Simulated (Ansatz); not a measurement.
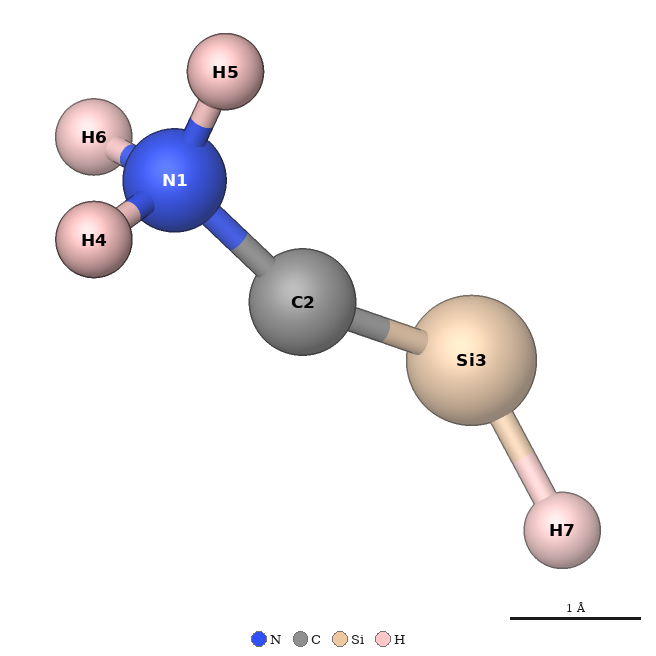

Orthographic view. Atoms fade into the background with distance from the viewer. State: charge +1, singlet. Computed geometry: PBE-D4/def2-SVP optimisation. No frequency run is at hand to confirm it as a minimum.

Write a Z-matrix (Å, degrees) in the order of the atom numbers, with these reference atoms: 2 to 1; 3 to 2, 1; 4 to 1, 2, 3; 5 to 1, 4, 2; 6 to 1, 4, 5; 7 to 3, 2, 1.

```
N  
C    1   1.433
Si   2   1.648   1   153.1
H    1   1.044   2   109.0   3   179.8
H    1   1.045   4   105.9   2  -123.0
H    1   1.045   4   105.9   5  -114.0
H    3   1.493   2   129.1   1   180.0
```
